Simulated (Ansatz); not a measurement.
Base system: ZrN in the rock salt structure (space group Fm-3m, No. 225; a = 4.5952 Å).

Structures relaxed with Ansatz (an electronic-structure program), PBE, PAW, cutoff 420 eV, spin-orbit coupling left out, earlier PAW set.

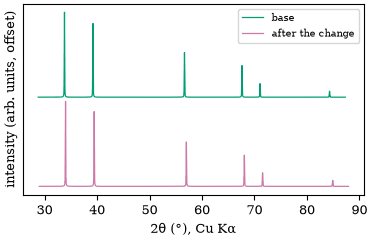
*Simulated powder patterns before (top) and after one change*

Problem. What was done to the base?
(A) pressure 4.5 GPa
(B) pressure −1 GPa
(C) pressure 22.5 GPa
(D) pressure 0.9 GPa

Solution. A, pressure 4.5 GPa. Its volume per atom is 11.92 Å³ against 12.13 Å³, and its space group is Fm-3m (No. 225).

Load acts through the strain it causes; cell and atoms are relaxed under it. Whether these cells are dynamically stable was not tested. Competing high-pressure phases were not computed. All final runs are without spin polarisation. An odd electron count without spin: ZrN.
